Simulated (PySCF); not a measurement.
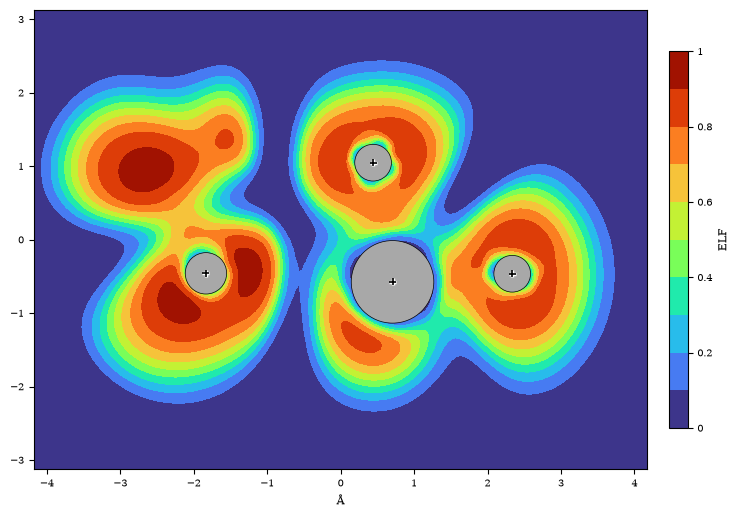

The ELF on a plane through atoms (crosses mark nuclei in the plane; grey discs cover the cores).

Method: wB97M-D3(BJ)/def2-TZVPD, SCF density, gas phase (PySCF).

Candidates:
A. F2S···H2O2 (SMILES FSF.OO)
B. F···H2O···H2O···H2O (SMILES [F-].O.O.O) (charge −1)
C. F2S···HCN (SMILES FSF.C#N)

Which system is this?

Candidate A: F2S···H2O2 on the plane of atoms F1, S2 and F3, which holds F, S and O. S2···O4 (2.54 Å): the ELF dips to about 0.10 between them. S–F (1.63 Å): the ELF peaks at about 0.80 between the atoms: a polar covalent bond.
